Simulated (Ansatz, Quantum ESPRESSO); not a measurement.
# ZrPbO3 (Pm-3m): zone-centre phonons, part 2 of 3

Which modes does ZrPbO3 (Pm-3m) have at the zone centre?

Quantum ESPRESSO 7.5; DFT LDA, scalar-relativistic, plane waves, JTH PAW pseudopotentials.

So far. Step 4 (Relaxation): Little changed from the start: no atom moved by 0.005 Å and no cell edge by 0.1 %. Step 5 (Ground state): The cell stands at -0.002 GPa, close enough for phonons. The relaxed cell has a = 4.103 Å (conventional setting).

### 6. Zone-centre response

At q = 0 one unit cell holds all displacements; symmetry groups them into irreducible representations that are solved one by one. The response to a field gives ε∞ and the Born charges, which polar modes need.

ph.in reads:

```
phonons
&inputph
   prefix = 'x'
   outdir = './tmp'
   fildyn = 'g.dyn'
   tr2_ph = 1.0d-18
   epsil = .true.
/
0.000000000000 0.000000000000 0.000000000000
```

The run is started by

```sh
OMP_NUM_THREADS=1 mpirun -n 4 ph.x -nk 4 -in ph.in > ph.out
```

What it wrote:

```text
[banners, grids, parts of the stress and lines that vanish by symmetry left out]
[banner, memory and clock lines left out]
Program PHONON v.7.5

     ./tmp/x.save/

     file Zr.upf: wavefunction(s)  5S 5P 4D 0D renormalized
     file Pb.upf: wavefunction(s)  0S 6P 0P 5D 0D renormalized
     file O.upf: wavefunction(s)  0S 2P 0P renormalized

     IMPORTANT: XC functional enforced from input :
     Exchange-correlation= PW
                           (   1   4   0   0   0   0   0)
     Any further DFT definition will be discarded
     Please, verify this is what you really want

     G-vector sticks info

     Check: negative core charge=   -0.000002
     Reading collected, re-writing distributed wavefunctions in ./tmp/

     Number and degeneracy of irreps per q-point
       N         xq(1)         xq(2)         xq(3)   N irreps
       1   0.000000000   0.000000000   0.000000000       5
        3   3   3   3   3

     Calculation of q =    0.0000000   0.0000000   0.0000000

     phonons

     bravais-lattice index     =            0
     lattice parameter (alat)  =       7.7538  a.u.
     unit-cell volume          =     466.1692 (a.u.)^3
     number of atoms/cell      =            5
     number of atomic types    =            3
     kinetic-energy cut-off    =      50.0000  Ry
     charge density cut-off    =     250.0000  Ry
     convergence threshold     =      1.0E-18
     beta                      =       0.7000
     number of iterations used =            4
     Exchange-correlation= PW
                           (   1   4   0   0   0   0   0)

     celldm(1)=    7.75380  celldm(2)=    0.00000  celldm(3)=    0.00000
     celldm(4)=    0.00000  celldm(5)=    0.00000  celldm(6)=    0.00000

     crystal axes: (cart. coord. in units of alat)
               a(1) = (  1.0000  0.0000  0.0000 )
               a(2) = (  0.0000  1.0000  0.0000 )
               a(3) = (  0.0000  0.0000  1.0000 )

     reciprocal axes: (cart. coord. in units 2 pi/alat)
               b(1) = (  1.0000  0.0000  0.0000 )
               b(2) = (  0.0000  1.0000  0.0000 )
               b(3) = (  0.0000  0.0000  1.0000 )

     Atoms inside the unit cell:

     Cartesian axes

     site n.  atom      mass           positions (alat units)
        1  Zr     91.2240   tau(    1) = (    0.00000    0.00000    0.00000  )
        2  Pb    207.2000   tau(    2) = (    0.50000    0.50000    0.50000  )
        3  O      15.9990   tau(    3) = (    0.50000    0.00000    0.00000  )
        4  O      15.9990   tau(    4) = (    0.00000    0.00000    0.50000  )
        5  O      15.9990   tau(    5) = (    0.00000    0.50000    0.00000  )

     Computing dynamical matrix for
                    q = (   0.0000000   0.0000000   0.0000000 )

     49 Sym.Ops. (with q -> -q+G )

     G cutoff =  380.7232  (  31103 G-vectors)     FFT grid: ( 40, 40, 40)
     G cutoff =  304.5786  (  22143 G-vectors)  smooth grid: ( 36, 36, 36)
     number of k points=    20
                       cart. coord. in units 2pi/alat
        k(    1) = (   0.0000000   0.0000000   0.0000000), wk =   0.0092593
        k(    2) = (   0.0000000   0.0000000   0.1666667), wk =   0.0555556
        k(    3) = (   0.0000000   0.0000000   0.3333333), wk =   0.0555556
        [... further k-points left out ...]

     PseudoPot. # 1 for Zr read from file:
     ./pseudo/Zr.upf
     Pseudo is Projector augmented-wave + core cor, Zval = 12.0
     Shape of augmentation charge: BESSEL

     PseudoPot. # 2 for Pb read from file:
     ./pseudo/Pb.upf
     Pseudo is Projector augmented-wave + core cor, Zval = 14.0
     Shape of augmentation charge: BESSEL

     PseudoPot. # 3 for O  read from file:
     ./pseudo/O.upf
     Pseudo is Projector augmented-wave + core cor, Zval =  6.0
     Shape of augmentation charge: SINC**2

     Mode symmetry, O_h (m-3m)  point group:

     Electric field:
     Dielectric constant
     Born effective charges as d Force / d E

     Atomic displacements:
     There are    5 irreducible representations

     Representation     1      3 modes -  To be done

     Representation     2      3 modes -  To be done

     Representation     3      3 modes -  To be done

     Representation     4      3 modes -  To be done

     Representation     5      3 modes -  To be done

     Alpha used in Ewald sum =   2.3000

     Electric Fields Calculation

      iter #   1   av.it.:  10.5
      thresh= 1.000E-02 alpha_mix =  0.700 |ddv_scf|^2 =  7.288E-08

      [... iterations left out ...]
      iter #   9   av.it.:  18.8
      thresh= 1.355E-10 alpha_mix =  0.700 |ddv_scf|^2 =  2.408E-20

     End of electric fields calculation

          Dielectric constant in cartesian axis

          (       6.986966574       0.000000000       0.000000000 )
          (       0.000000000       6.986966574       0.000000000 )
          (       0.000000000       0.000000000       6.986966574 )

          Effective charges (d Force / dE) in cartesian axis without acoustic sum rule applied (asr)

           atom    1  Zr    Mean Z*:        5.91099
      Ex  (        5.91099        0.00000        0.00000 )
      Ey  (        0.00000        5.91099        0.00000 )
      Ez  (        0.00000        0.00000        5.91099 )
           atom    2  Pb    Mean Z*:        3.88937
      Ex  (        3.88937        0.00000        0.00000 )
      Ey  (        0.00000        3.88937        0.00000 )
      Ez  (        0.00000        0.00000        3.88937 )
           atom    3  O     Mean Z*:       -3.28320
      Ex  (       -4.86620        0.00000        0.00000 )
      Ey  (        0.00000       -2.49170        0.00000 )
      Ez  (        0.00000        0.00000       -2.49170 )
           atom    4  O     Mean Z*:       -3.28320
      Ex  (       -2.49170        0.00000        0.00000 )
      Ey  (        0.00000       -2.49170        0.00000 )
      Ez  (        0.00000        0.00000       -4.86620 )
           atom    5  O     Mean Z*:       -3.28320
      Ex  (       -2.49170        0.00000        0.00000 )
      Ey  (        0.00000       -4.86620        0.00000 )
      Ez  (        0.00000        0.00000       -2.49170 )

          Effective charges Sum: Mean:       -0.04924
             -0.04924        0.00000        0.00000
              0.00000       -0.04924        0.00000
              0.00000        0.00000       -0.04924

          Effective charges (d Force / dE) in cartesian axis with asr applied:
           atom    1  Zr    Mean Z*:        5.92083
      E*x (        5.92083        0.00000        0.00000 )
      E*y (        0.00000        5.92083        0.00000 )
      E*z (        0.00000        0.00000        5.92083 )
           atom    2  Pb    Mean Z*:        3.89922
      E*x (        3.89922        0.00000        0.00000 )
      E*y (        0.00000        3.89922        0.00000 )
      E*z (        0.00000        0.00000        3.89922 )
           atom    3  O     Mean Z*:       -3.27335
      E*x (       -4.85635        0.00000        0.00000 )
      E*y (        0.00000       -2.48185        0.00000 )
      E*z (        0.00000        0.00000       -2.48185 )
           atom    4  O     Mean Z*:       -3.27335
      E*x (       -2.48185        0.00000        0.00000 )
      E*y (        0.00000       -2.48185        0.00000 )
      E*z (        0.00000        0.00000       -4.85635 )
           atom    5  O     Mean Z*:       -3.27335
      E*x (       -2.48185        0.00000        0.00000 )
      E*y (        0.00000       -4.85635        0.00000 )
      E*z (        0.00000        0.00000       -2.48185 )

     Representation #   1 modes #   1   2   3

     Self-consistent Calculation

      iter #   1   av.it.:  10.0
      thresh= 1.000E-02 alpha_mix =  0.700 |ddv_scf|^2 =  7.436E-07

      [... iterations left out ...]
      iter #   8   av.it.:  19.5
      thresh= 6.676E-10 alpha_mix =  0.700 |ddv_scf|^2 =  2.217E-19

     End of self-consistent calculation

     Convergence has been achieved

     Representation #   2 modes #   4   5   6

     Self-consistent Calculation

      iter #   1   av.it.:  10.2
      thresh= 1.000E-02 alpha_mix =  0.700 |ddv_scf|^2 =  2.369E-06

      [... iterations left out ...]
      iter #   9   av.it.:  18.9
      thresh= 3.517E-10 alpha_mix =  0.700 |ddv_scf|^2 =  8.677E-19

     End of self-consistent calculation

     Convergence has been achieved

     Representation #   3 modes #   7   8   9

     Self-consistent Calculation

      iter #   1   av.it.:   9.9
      thresh= 1.000E-02 alpha_mix =  0.700 |ddv_scf|^2 =  1.617E-06

      [... iterations left out ...]
      iter #   9   av.it.:  18.1
      thresh= 1.203E-10 alpha_mix =  0.700 |ddv_scf|^2 =  2.056E-20

     End of self-consistent calculation

     Convergence has been achieved

     Representation #   4 modes #  10  11  12

     Self-consistent Calculation

      iter #   1   av.it.:   9.7
      thresh= 1.000E-02 alpha_mix =  0.700 |ddv_scf|^2 =  9.506E-07

      [... iterations left out ...]
      iter #   8   av.it.:  18.8
      thresh= 4.197E-10 alpha_mix =  0.700 |ddv_scf|^2 =  5.995E-19

     End of self-consistent calculation

     Convergence has been achieved

     Representation #   5 modes #  13  14  15

     Self-consistent Calculation

      iter #   1   av.it.:   9.4
      thresh= 1.000E-02 alpha_mix =  0.700 |ddv_scf|^2 =  3.185E-07

      [... iterations left out ...]
      iter #   7   av.it.:  20.3
      thresh= 1.262E-10 alpha_mix =  0.700 |ddv_scf|^2 =  5.956E-21

     End of self-consistent calculation

     Convergence has been achieved

     Number of q in the star =    1
     List of q in the star:
          1   0.000000000   0.000000000   0.000000000

          Dielectric constant in cartesian axis

          (       6.986966574       0.000000000       0.000000000 )
          (       0.000000000       6.986966574       0.000000000 )
          (       0.000000000       0.000000000       6.986966574 )

          Effective charges (d Force / dE) in cartesian axis without acoustic sum rule applied (asr)

           atom    1  Zr    Mean Z*:        5.91099
      Ex  (        5.91099        0.00000        0.00000 )
      Ey  (        0.00000        5.91099        0.00000 )
      Ez  (        0.00000        0.00000        5.91099 )
           atom    2  Pb    Mean Z*:        3.88937
      Ex  (        3.88937        0.00000        0.00000 )
      Ey  (        0.00000        3.88937        0.00000 )
      Ez  (        0.00000        0.00000        3.88937 )
           atom    3  O     Mean Z*:       -3.28320
      Ex  (       -4.86620        0.00000        0.00000 )
      Ey  (        0.00000       -2.49170        0.00000 )
      Ez  (        0.00000        0.00000       -2.49170 )
           atom    4  O     Mean Z*:       -3.28320
      Ex  (       -2.49170        0.00000        0.00000 )
      Ey  (        0.00000       -2.49170        0.00000 )
      Ez  (        0.00000        0.00000       -4.86620 )
           atom    5  O     Mean Z*:       -3.28320
      Ex  (       -2.49170        0.00000        0.00000 )
      Ey  (        0.00000       -4.86620        0.00000 )
      Ez  (        0.00000        0.00000       -2.49170 )

          Effective charges Sum: Mean:       -0.04924
             -0.04924        0.00000        0.00000
              0.00000       -0.04924        0.00000
              0.00000        0.00000       -0.04924

          Effective charges (d Force / dE) in cartesian axis with asr applied:
           atom    1  Zr    Mean Z*:        5.92083
      E*x (        5.92083        0.00000        0.00000 )
      E*y (        0.00000        5.92083        0.00000 )
      E*z (        0.00000        0.00000        5.92083 )
           atom    2  Pb    Mean Z*:        3.89922
      E*x (        3.89922        0.00000        0.00000 )
      E*y (        0.00000        3.89922        0.00000 )
      E*z (        0.00000        0.00000        3.89922 )
           atom    3  O     Mean Z*:       -3.27335
      E*x (       -4.85635        0.00000        0.00000 )
      E*y (        0.00000       -2.48185        0.00000 )
      E*z (        0.00000        0.00000       -2.48185 )
           atom    4  O     Mean Z*:       -3.27335
      E*x (       -2.48185        0.00000        0.00000 )
      E*y (        0.00000       -2.48185        0.00000 )
      E*z (        0.00000        0.00000       -4.85635 )
           atom    5  O     Mean Z*:       -3.27335
      E*x (       -2.48185        0.00000        0.00000 )
      E*y (        0.00000       -4.85635        0.00000 )
      E*z (        0.00000        0.00000       -2.48185 )

     Diagonalizing the dynamical matrix

     q = (    0.000000000   0.000000000   0.000000000 )

 **************************************************************************
     freq (    1) =      -4.307536 [THz] =    -143.683925 [cm-1]
     freq (    2) =      -4.307536 [THz] =    -143.683925 [cm-1]
     freq (    3) =      -4.307536 [THz] =    -143.683925 [cm-1]
     freq (    4) =      -0.024580 [THz] =      -0.819907 [cm-1]
     freq (    5) =      -0.024580 [THz] =      -0.819907 [cm-1]
     freq (    6) =      -0.024580 [THz] =      -0.819907 [cm-1]
     freq (    7) =       0.547341 [THz] =      18.257325 [cm-1]
     freq (    8) =       0.547341 [THz] =      18.257325 [cm-1]
     freq (    9) =       0.547341 [THz] =      18.257325 [cm-1]
     freq (   10) =       4.572923 [THz] =     152.536282 [cm-1]
     freq (   11) =       4.572923 [THz] =     152.536282 [cm-1]
     freq (   12) =       4.572923 [THz] =     152.536282 [cm-1]
     freq (   13) =      17.413483 [THz] =     580.851271 [cm-1]
     freq (   14) =      17.413483 [THz] =     580.851271 [cm-1]
     freq (   15) =      17.413483 [THz] =     580.851271 [cm-1]
 **************************************************************************

     Mode symmetry, O_h (m-3m)  point group:

     freq (   1-   3) =       -143.7  [cm-1]   --> T_1u G_15  G_4- I
     freq (   4-   6) =         -0.8  [cm-1]   --> T_1u G_15  G_4- I
     freq (   7-   9) =         18.3  [cm-1]   --> T_2u G_25  G_5-
     freq (  10-  12) =        152.5  [cm-1]   --> T_1u G_15  G_4- I
     freq (  13-  15) =        580.9  [cm-1]   --> T_1u G_15  G_4- I
```

Run time: 7.1 min. Hardware: 4 MPI ranks of Arm Neoverse V2, shared host.

This step gave:

| Item | Value |
| --- | --- |
| miss of the charge sum rule | 0.04924 e |
| largest acoustic frequency at the zone centre before the sum rule | -0.82 cm⁻¹ |
| highest optical zone-centre mode (no LO-TO term) | 580.9 cm⁻¹ |
| lowest optical zone-centre mode | -143.7 cm⁻¹ |
| mean high-frequency dielectric constant | 6.987 |
| largest Born charge in size (third of the trace) | 5.911 e |

Born charge (rows field, columns displacement), before the sum rule (e), principal values of the symmetric part by kind of site:

| atom | atoms with these values | low | middle | high | mean |
| --- | --- | --- | --- | --- | --- |
| Zr1 | 1 | 5.91 | 5.91 | 5.91 | 5.91 |
| Pb2 | 1 | 3.89 | 3.89 | 3.89 | 3.89 |
| O3 | 3 | -4.87 | -2.49 | -2.49 | -3.28 |

In full for Zr1:

```
5.91 0.00 0.00
0.00 5.91 0.00
0.00 0.00 5.91
```

High-frequency dielectric tensor:

```
6.99 0.00 0.00
0.00 6.99 0.00
0.00 0.00 6.99
```

The acoustic modes at Γ come out as far as 0.8 cm⁻¹ from zero, where they should vanish, a small numerical error; the Born charges miss their sum rule by 0.049 e, which is fair. The lowest optical mode is imaginary, 144i cm⁻¹, an instability at this level and on this k mesh.

### 7. Modes with the sum rule

A rigid shift of the crystal must cost nothing, but grids and finite bases break this; the acoustic sum rule is imposed before the matrix is diagonalised again. With Born charges the intensities follow; a static dielectric tensor has no meaning with imaginary modes.

dynmat.in reads:

```
&input
   fildyn = 'g.dyn'
   asr = 'simple'
   fileig = 'dynmat.eig'
   lperm = .true.
/
```

The run is started by

```sh
dynmat.x -in dynmat.in > dynmat.out
```

What it wrote:

```text
[banner, memory and clock lines left out]
Program DYNMAT v.7.5

     Reading Dynamical Matrix from file g.dyn
     ...Force constants read
     ...epsilon and Z* read
     A direction for q was not specified:TO-LO splitting will be absent

     Polarizability (A^3 units)
     multiply by 0.333817 for Clausius-Mossotti correction
        32.911220    0.000000    0.000000
         0.000000   32.911220    0.000000
         0.000000    0.000000   32.911220

     IR activities are in (D/A)^2/amu units

# mode   [cm-1]    [THz]      IR
    1   -143.66   -4.3068   26.0080
    2   -143.66   -4.3068   26.0080
    3   -143.66   -4.3068   26.0080
    4     -0.00   -0.0000    0.0000
    5      0.00    0.0000    0.0000
    6      0.00    0.0000    0.0000
    7     18.51    0.5549    0.0000
    8     18.51    0.5549    0.0000
    9     18.51    0.5549    0.0000
   10    152.54    4.5731    9.7703
   11    152.54    4.5731    9.7703
   12    152.54    4.5731    9.7703
   13    580.86   17.4137   26.5544
   14    580.86   17.4137   26.5544
   15    580.86   17.4137   26.5544

Electronic dielectric permittivity tensor (relative, adimensional)
         6.986967    0.000000    0.000000
         0.000000    6.986967    0.000000
         0.000000    0.000000    6.986967

 ... with zone-center polar mode contributions
        22.380930    0.000000    0.000000
         0.000000   22.380930   -0.000000
         0.000000   -0.000000   22.380930

[end of the log left out, with the tail of the file of modes that dynmat.x writes under the same name]
```

Elapsed: 0.46 s, on 1 thread.

Unit eigenvectors of the mass-weighted matrix after the sum rule; no LO-TO term. The modes at Γ (shares of kinetic energy by element, %) (negative means imaginary):

```csv
mode,frequency (cm⁻¹),Zr %,Pb %,O %
1,-143.7,2,24,74
2,-143.7,2,24,74
3,-143.7,2,24,74
4,0.0,26,60,14
5,0.0,26,60,14
6,0.0,26,60,14
7,18.5,0,0,100
8,18.5,0,0,100
9,18.5,0,0,100
10,152.5,67,16,17
11,152.5,67,16,17
12,152.5,67,16,17
13,580.9,5,0,95
14,580.9,5,0,95
15,580.9,5,0,95
```

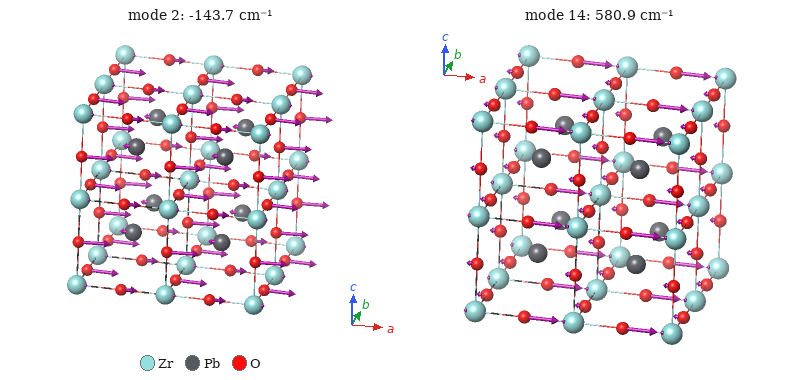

Displacement patterns of modes 2 and 14 at Γ; arrows are exaggerated. 2×2×2 cells are drawn. Some periodic images of atoms are drawn too.

Degenerate modes summed, no LO-TO term; imaginary modes left out. Infrared lines, with heights relative to the strongest:

```csv
position (cm⁻¹),lines merged,"IR intensity, relative"
19,3,0.0
153,3,37
581,3,100
```

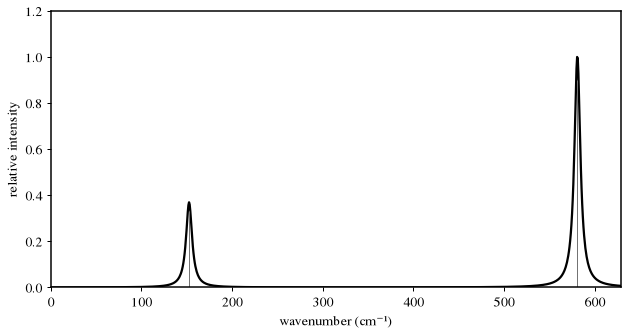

The infrared spectrum, broadened with Lorentzians of width 8 cm⁻¹; bars mark the lines.

The rule moves no optical mode by more than 0.3 cm⁻¹.

### 8. Sum rules set otherwise: a sum rule for molecules or wires on a crystal

This rule also removes rotations, which suits wires and not a crystal; it is tried to see the harm.

dynmat.in reads:

```
&input
   fildyn = 'g.dyn'
   asr = 'one-dim'
   fileig = 'dynmat.eig'
   lperm = .true.
/
```

The run is started by

```sh
dynmat.x -in dynmat.in > dynmat.out
```

What it wrote:

```text
[banner, memory and clock lines left out]
Program DYNMAT v.7.5

     Reading Dynamical Matrix from file g.dyn
     ...Force constants read
     ...epsilon and Z* read
asr rotation axis in 1D system=    3
     Acoustic Sum Rule: || Z*(ASR) - Z*(orig)|| =    1.294436E+00
     Acoustic Sum Rule: ||dyn(ASR) - dyn(orig)||=    1.392949E-01
     A direction for q was not specified:TO-LO splitting will be absent

     Polarizability (A^3 units)
     multiply by 0.333817 for Clausius-Mossotti correction
        32.911220    0.000000    0.000000
         0.000000   32.911220    0.000000
         0.000000    0.000000   32.911220

     IR activities are in (D/A)^2/amu units

# mode   [cm-1]    [THz]      IR
    1   -167.96   -5.0354   28.8366
    2   -143.66   -4.3068   26.0090
    3   -143.66   -4.3068   26.0090
    4     -0.00   -0.0000    0.0000
    5     -0.00   -0.0000    0.0000
    6      0.00    0.0000    0.0000
    7      0.00    0.0000    0.0000
    8     18.26    0.5473    0.0000
    9     18.26    0.5473    0.0000
   10    152.54    4.5729    9.7687
   11    152.54    4.5729    9.7687
   12    181.62    5.4450    5.7759
   13    548.38   16.4400   25.0738
   14    580.85   17.4135   26.5549
   15    580.85   17.4135   26.5549

Electronic dielectric permittivity tensor (relative, adimensional)
         6.986967    0.000000    0.000000
         0.000000    6.986967    0.000000
         0.000000    0.000000    6.986967

 ... with zone-center polar mode contributions
        18.673470    3.706205    0.000000
         3.706205   18.673470    0.000000
         0.000000    0.000000   22.379675

[end of the log left out, with the tail of the file of modes that dynmat.x writes under the same name]
```

Elapsed: 0.46 s, on 1 thread.

The run ended normally, but on settings that are not sound.

The fault: a sum rule for molecules or wires on a crystal; 1 optical mode is projected out to zero frequency, as if it were a rotation.

For a crystal the rule has to be 'simple' or 'crystal'.

Zone-centre frequencies as printed; negative means imaginary. Modes:

```
mode  frequency (cm⁻¹)
   1              -168
   2            -143.7
   3            -143.7
   4                 0
   5                 0
   6                 0
   7                 0
   8             18.26
   9             18.26
  10             152.5
  11             152.5
  12             181.6
  13             548.4
  14             580.9
  15             580.9
```

(Part 2 of 3 ends here.)

[Host names and launcher messages were left out of these logs when they were recorded.]

[Logs are printed without paths, hosts, clocks, repeated set-up lines and the standing remarks that a program may print on its own settings, such as how far it seeks lower states.]

[Hosts, paths, dates, database ids (printed as entryN), source tags and the programs' standing remarks are cut or masked in the printed files.]
